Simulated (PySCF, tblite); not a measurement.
**3-cyclohexene-1-methanol: a rotation path, then NMR shifts on frames, part 1 of 2**

How do NMR shifts of 3-cyclohexene-1-methanol (`OC[C@@H]1CC=CCC1`) change as the atoms move?

Computed with tblite 0.8.0 and PySCF 2.14.0, with density-fitted response routines of our own, on a single molecule in the gas phase. Atoms are numbered from 0 throughout.

**1. The molecule as given**

20 atoms, charge 0, multiplicity 1; geometry from: GFN2-xTB.

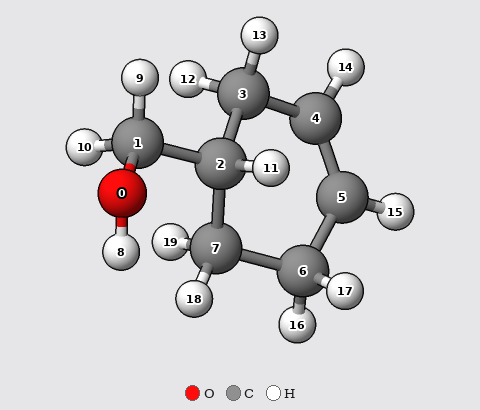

The starting geometry (oxygen red, carbon grey, hydrogen white), atoms numbered; sticks join atoms by distance.

**2. A band between two rotamers with GFN2-xTB**

What the job is given:

```
{"job": {"kind": "neb", "xc": "GFN2-xTB", "basis": "xTB", "atoms": [0, 1, 2, 7], "turn": 120}, "charge": 0, "multiplicity": 1}
O     -2.580974    -1.625435    -0.088354
C     -2.107065    -0.301145    -0.109835
C     -0.630154    -0.169585     0.284614
C     -0.285236     1.293783     0.563690
C      1.190593     1.496748     0.720297
C      2.096047     0.612825     0.337655
C      1.747303    -0.695089    -0.302522
C      0.304973    -0.700099    -0.803169
H     -2.048362    -2.155712    -0.691087
H     -2.729763     0.234900     0.611080
H     -2.264508     0.148107    -1.102598
H     -0.472167    -0.753104     1.197968
H     -0.645320     1.918235    -0.262171
H     -0.798055     1.633707     1.466903
H      1.493023     2.432828     1.169377
H      3.149972     0.804120     0.486645
H      2.433558    -0.892592    -1.130406
H      1.889590    -1.497096     0.430248
H      0.027690    -1.716239    -1.097294
H      0.223707    -0.058477    -1.684077
```

Method: GFN2-xTB climbing-image nudged elastic band, gas phase.

Command:

```bash
OMP_NUM_THREADS=1 python probes_run.py task.json out
```

One launch serves the whole session: the jobs run in the order shown.

Standard output:

```text
image   E - E0 / eV
  0      -0.0000
  1       0.0141
  2       0.0457
  3       0.0761
  4       0.0875
  5       0.0734
  6       0.0408
  7       0.0074
  8      -0.0094
```

It took 2.5 s on 1 thread of Arm Neoverse V1, shared host; peak memory 0.18 GiB.

The final band, with the dihedral O0–C1–C2–C7:

```
image  dihedral (°)  energy (eV)  energy (kcal/mol)
    0            72        0.000                0.0
    1            85        0.014                0.3
    2            98        0.046                1.1
    3           111        0.076                1.8
    4           125        0.087                2.0
    5           139        0.073                1.7
    6           152        0.041                0.9
    7           166        0.007                0.2
    8           179       -0.009               -0.2
```

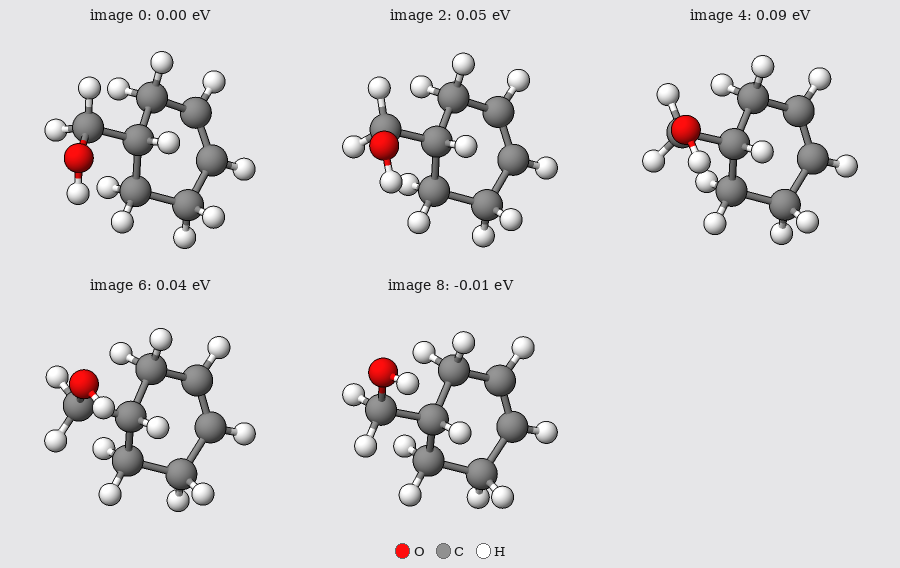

Images along the band.

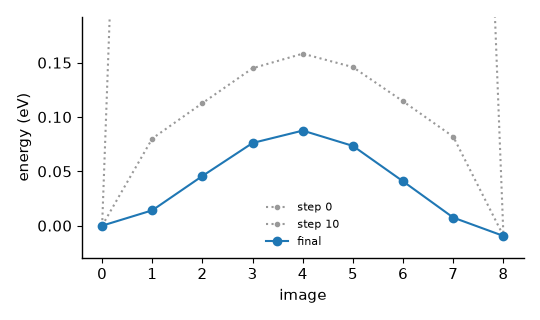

Energy along the band, early and final.

**3. NMR shieldings: image 0, PBE0/pcSseg-1**

What the job is given:

```
{"job": {"kind": "nmr", "xc": "PBE0", "basis": "pcSseg-1", "pop": false}, "charge": 0, "multiplicity": 1}
O     -2.581000    -1.625400    -0.088400
C     -2.107100    -0.301100    -0.109800
C     -0.630200    -0.169600     0.284600
C     -0.285200     1.293800     0.563700
C      1.190600     1.496700     0.720300
C      2.096000     0.612800     0.337700
C      1.747300    -0.695100    -0.302500
C      0.305000    -0.700100    -0.803200
H     -2.048400    -2.155700    -0.691100
H     -2.729800     0.234900     0.611100
H     -2.264500     0.148100    -1.102600
H     -0.472200    -0.753100     1.198000
H     -0.645300     1.918200    -0.262200
H     -0.798100     1.633700     1.466900
H      1.493000     2.432800     1.169400
H      3.150000     0.804100     0.486600
H      2.433600    -0.892600    -1.130400
H      1.889600    -1.497100     0.430200
H      0.027700    -1.716200    -1.097300
H      0.223700    -0.058500    -1.684100
```

With the program's defaults for keys left out, this is: GIAO PBE0/pcSseg-1 NMR shielding, non-relativistic, gas phase.

Standard output:

```text
coarse grid: 16128 points
cycle   1  E = -348.5635886675  dE =  1.061e+00  |g| = 6.722e-01  |ddm| = 3.935e+00
cycle   2  E = -348.5087578322  dE =  5.483e-02  |g| = 8.837e-01  |ddm| = 1.383e+00
cycle   3  E = -348.6576712340  dE = -1.489e-01  |g| = 7.266e-02  |ddm| = 8.573e-01
cycle   4  E = -348.6584738209  dE = -8.026e-04  |g| = 3.456e-02  |ddm| = 8.441e-02
cycle   5  E = -348.6587430745  dE = -2.693e-04  |g| = 7.818e-03  |ddm| = 4.012e-02
cycle   6  E = -348.6587548946  dE = -1.182e-05  |g| = 3.026e-03  |ddm| = 9.763e-03
cycle   7  E = -348.6587570401  dE = -2.145e-06  |g| = 6.397e-04  |ddm| = 2.729e-03
final grid: 154128 points
cycle   8  E = -348.7186934173  dE = -5.307e-05  |g| = 1.058e-02  |ddm| = 4.016e-02
cycle   9  E = -348.7186759025  dE =  1.751e-05  |g| = 1.402e-02  |ddm| = 2.181e-02
cycle  10  E = -348.7187196186  dE = -4.372e-05  |g| = 1.196e-03  |ddm| = 1.283e-02
cycle  11  E = -348.7187198965  dE = -2.778e-07  |g| = 2.696e-04  |ddm| = 1.207e-03
cycle  12  E = -348.7187199097  dE = -1.330e-08  |g| = 7.860e-05  |ddm| = 2.926e-04
cycle  13  E = -348.7187199109  dE = -1.102e-09  |g| = 3.905e-05  |ddm| = 9.745e-05
cycle  14  E = -348.7187199112  dE = -3.656e-10  |g| = 7.760e-06  |ddm| = 3.610e-05
converged SCF energy = -348.7187199112

GIAO shielding tensors (ppm)
atom      isotropic    diamagn.    paramagn.     s11        s22        s33       span
  0 O      304.674     387.679     -83.005    278.976    310.979    324.067     45.090
  1 C      113.636     243.704    -130.067     84.248    107.715    148.945     64.697
  2 C      146.216     248.270    -102.054    130.418    148.655    159.574     29.156
  3 C      155.129     248.641     -93.512    145.157    155.370    164.859     19.702
  4 C       52.541     253.606    -201.064    -59.440     58.927    158.137    217.577
  5 C       51.841     254.429    -202.588    -60.603     56.930    159.197    219.799
  6 C      156.922     247.075     -90.153    147.437    160.451    162.878     15.441
  7 C      157.789     249.526     -91.737    142.427    162.324    168.616     26.189
  8 H       30.819      32.639      -1.820     20.677     30.811     40.969     20.292
  9 H       27.889      29.382      -1.492     22.690     29.434     31.543      8.853
 10 H       28.206      30.413      -2.207     23.537     29.169     31.912      8.375
 11 H       30.149      33.443      -3.294     27.554     28.326     34.567      7.013
 12 H       30.087      31.346      -1.259     26.261     28.976     35.023      8.762
 13 H       29.768      31.054      -1.287     25.012     28.293     35.997     10.985
 14 H       25.682      29.710      -4.028     23.363     26.530     27.153      3.789
 15 H       25.665      29.424      -3.759     23.560     26.276     27.160      3.600
 16 H       29.500      29.456       0.044     24.688     27.601     36.212     11.524
 17 H       29.456      30.196      -0.740     25.631     27.357     35.380      9.749
 18 H       30.072      32.989      -2.917     24.893     30.295     35.027     10.134
 19 H       30.797      32.711      -1.914     27.014     29.233     36.144      9.131
```

It took 28 s on 1 thread of Arm Neoverse V1, shared host; peak memory 0.87 GiB.

The references, computed at this level on geometries of the same kind, shield at (ppm): ¹H TMS 31.72, ¹³C TMS 186.9, ¹⁷O H2O 336.1. Their shielding less the atom's gives the shift. The references are single molecules in the gas phase, so shifts against H2O, NH3, PH3, H3PO4 or CFCl3 are not on the usual liquid scales and can be off by tens of ppm. Each atom is listed at this fixed geometry, with no averaging over motion; a spectrum would average atoms that exchange fast.

```
atoms                         environment  σ (ppm)  δ (ppm)
   C5                           alkene CH     51.8    135.1
   C4                           alkene CH     52.5    134.4
   C1                 sp3 CH2 bonded to O    113.6     73.3
   C2                    sp3 CH in a ring    146.2     40.7
   C3                     allylic sp3 CH2    155.1     31.8
   C6                     allylic sp3 CH2    156.9     30.0
   C7                   sp3 CH2 in a ring    157.8     29.1
  H15            hydrogen on an alkene CH    25.67     6.05
  H14            hydrogen on an alkene CH    25.68     6.04
   H9  hydrogen on an sp3 CH2 bonded to O    27.89     3.83
  H10  hydrogen on an sp3 CH2 bonded to O    28.21     3.51
  H17      hydrogen on an allylic sp3 CH2    29.46     2.26
  H16      hydrogen on an allylic sp3 CH2    29.50     2.22
  H13      hydrogen on an allylic sp3 CH2    29.77     1.95
  H18    hydrogen on an sp3 CH2 in a ring    30.07     1.64
  H12      hydrogen on an allylic sp3 CH2    30.09     1.63
  H11     hydrogen on an sp3 CH in a ring    30.15     1.57
  H19    hydrogen on an sp3 CH2 in a ring    30.80     0.92
   H8       hydrogen on an alcohol oxygen    30.82     0.90
   O0                      alcohol oxygen    304.7     31.4
```

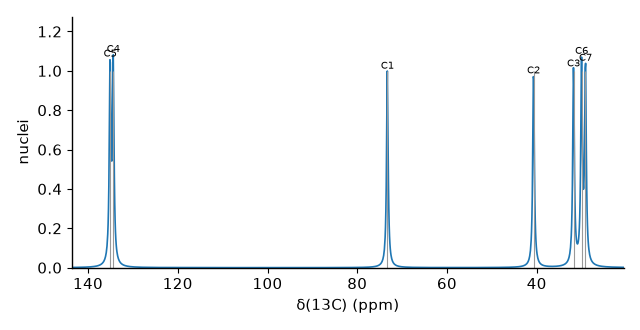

¹³C lines at the computed shifts, without couplings. Lines are broadened to a width of 0.42 ppm (Lorentzian).

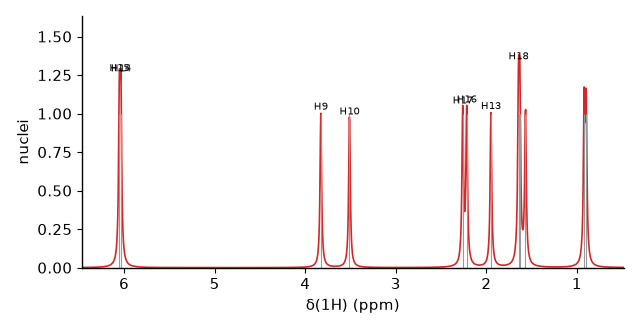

¹H lines at the computed shifts, without couplings. Lines are broadened to a width of 0.02 ppm (Lorentzian).

Ring of atoms C2, C3, C4, C5, C6, C7: NICS(0) -0.8, NICS(1) -2.1, NICS(1)zz 2.2 ppm (means of both faces).

**4. Nuclear shieldings: image 2, PBE0/pcSseg-1**

What the job is given:

```
{"job": {"kind": "nmr", "xc": "PBE0", "basis": "pcSseg-1", "pop": false}, "charge": 0, "multiplicity": 1}
O     -2.707800    -1.492900     0.240200
C     -2.099800    -0.309600    -0.221400
C     -0.627300    -0.184400     0.211000
C     -0.287000     1.253800     0.604100
C      1.184000     1.451800     0.807500
C      2.103800     0.609200     0.369900
C      1.771300    -0.648200    -0.372800
C      0.335000    -0.629200    -0.890300
H     -2.197700    -2.245400    -0.077900
H     -2.695000     0.499900     0.208700
H     -2.177500    -0.245200    -1.317700
H     -0.485100    -0.825900     1.088500
H     -0.631700     1.936200    -0.180300
H     -0.816100     1.522900     1.521100
H      1.466800     2.347700     1.343400
H      3.153600     0.791000     0.556500
H      2.461700    -0.782400    -1.210000
H      1.914500    -1.497700     0.303800
H      0.066800    -1.619000    -1.267800
H      0.262400     0.078200    -1.719400
```

Method: GIAO PBE0/pcSseg-1 NMR shielding, non-relativistic, gas phase.

Standard output:

```text
coarse grid: 16128 points
cycle   1  E = -348.5588447323  dE =  1.056e+00  |g| = 6.753e-01  |ddm| = 3.928e+00
cycle   2  E = -348.5037592827  dE =  5.509e-02  |g| = 8.869e-01  |ddm| = 1.333e+00
cycle   3  E = -348.6538193650  dE = -1.501e-01  |g| = 7.162e-02  |ddm| = 8.164e-01
cycle   4  E = -348.6546006920  dE = -7.813e-04  |g| = 3.397e-02  |ddm| = 8.144e-02
cycle   5  E = -348.6548609422  dE = -2.603e-04  |g| = 7.303e-03  |ddm| = 3.887e-02
cycle   6  E = -348.6548716232  dE = -1.068e-05  |g| = 2.404e-03  |ddm| = 9.146e-03
cycle   7  E = -348.6548729312  dE = -1.308e-06  |g| = 5.701e-04  |ddm| = 2.229e-03
final grid: 154128 points
cycle   8  E = -348.7151063322  dE = -5.380e-05  |g| = 1.068e-02  |ddm| = 4.104e-02
cycle   9  E = -348.7150886918  dE =  1.764e-05  |g| = 1.415e-02  |ddm| = 2.167e-02
cycle  10  E = -348.7151328188  dE = -4.413e-05  |g| = 1.191e-03  |ddm| = 1.270e-02
cycle  11  E = -348.7151330950  dE = -2.762e-07  |g| = 2.630e-04  |ddm| = 1.162e-03
cycle  12  E = -348.7151331077  dE = -1.270e-08  |g| = 7.694e-05  |ddm| = 2.834e-04
cycle  13  E = -348.7151331087  dE = -1.042e-09  |g| = 3.864e-05  |ddm| = 9.682e-05
cycle  14  E = -348.7151331091  dE = -3.581e-10  |g| = 7.649e-06  |ddm| = 3.603e-05
converged SCF energy = -348.7151331091

GIAO shielding tensors (ppm)
atom      isotropic    diamagn.    paramagn.     s11        s22        s33       span
  0 O      293.938     387.084     -93.146    263.884    284.516    333.414     69.530
  1 C      111.735     244.182    -132.447     86.973    104.720    143.512     56.540
  2 C      144.036     248.185    -104.150    114.907    152.717    164.483     49.577
  3 C      153.151     248.356     -95.205    145.019    149.296    165.138     20.119
  4 C       51.870     253.625    -201.755    -59.693     58.799    156.505    216.198
  5 C       52.294     254.461    -202.168    -60.987     57.269    160.599    221.586
  6 C      155.888     247.138     -91.251    147.408    158.350    161.905     14.498
  7 C      154.545     248.776     -94.231    141.273    159.595    162.768     21.495
  8 H       31.203      32.547      -1.345     21.984     30.745     40.880     18.897
  9 H       28.092      29.517      -1.424     23.194     29.956     31.128      7.935
 10 H       27.961      30.345      -2.384     23.714     29.193     30.976      7.262
 11 H       30.285      33.815      -3.531     27.686     28.830     34.338      6.652
 12 H       30.007      31.377      -1.371     26.177     28.942     34.901      8.725
 13 H       29.525      31.086      -1.560     24.942     28.251     35.381     10.439
 14 H       25.666      29.723      -4.057     23.364     26.465     27.169      3.805
 15 H       25.698      29.420      -3.722     23.669     26.255     27.169      3.500
 16 H       29.523      29.384       0.139     24.777     27.641     36.152     11.376
 17 H       29.442      30.279      -0.838     25.674     27.464     35.186      9.512
 18 H       29.963      32.566      -2.602     25.308     29.620     34.961      9.653
 19 H       30.601      32.551      -1.950     26.694     29.410     35.699      9.005
```

Wall time 28 s (1 thread of Arm Neoverse V1, shared host); peak memory 0.92 GiB.

This run: δ C4 135.1, C5 134.6, C1 75.2, C2 42.9, H14 6.05, H15 6.02 ppm.

(Continued in part 2 of 2.)
